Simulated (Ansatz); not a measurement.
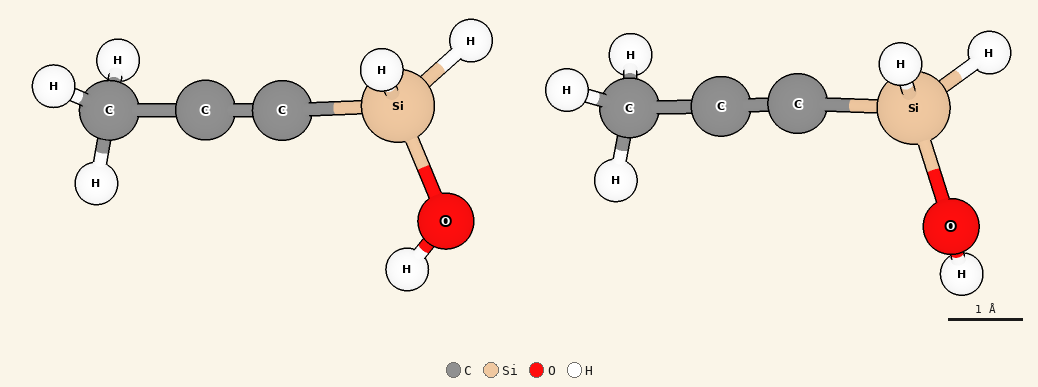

Two geometries of C3H6OSi, drawn at one scale. One is the start of a relaxation, the other its converged end. The picture is a ball-and-stick view, seen at a tilt.

Method: RKS B3LYP-D4/6-31G in Ansatz 0.2.0. Set-up: no spin polarisation; force threshold 0.02 eV/Å; at most 50 steps.

Which one is relaxed?

Answer. The right one is the relaxed one. The run prepares an end point of a later path (hydrogen shift) calculation, from a guessed geometry. After 11 accepted moves (14 points after the start) the energy has fallen by 35.6 kJ/mol. Largest force component: 3.1 eV/Å at the start, 0.0073 eV/Å at the end. The line search rejected the trial steps at points 2, 6, 8 of the run. The forces were under the threshold at step 12, but the run went on from there. The largest move after the best rigid fit is that of an H atom, 0.49 Å. Largest moves by element: H 0.49 Å, O 0.30 Å, C 0.11 Å, Si 0.08 Å. Near-neighbour distances that change, for instance: H–Si 1.406 → 1.491 Å, C–H 1.022 → 1.096 Å, C–Si 1.895 → 1.845 Å, C–C 1.495 → 1.458 Å. Bond angles that change, for instance: Si–O–H 114.1° → 122.4°, O–Si–H 111.0° → 104.1°, C–C–H 106.0° → 111.4°. Groups turn about O–Si by about 55°. The run took 44 s on 1 thread of Arm Neoverse V2, with other jobs on the host, peak memory 0.14 GiB.

Limits of the set-up: the basis has no polarisation functions, which atoms past neon need.
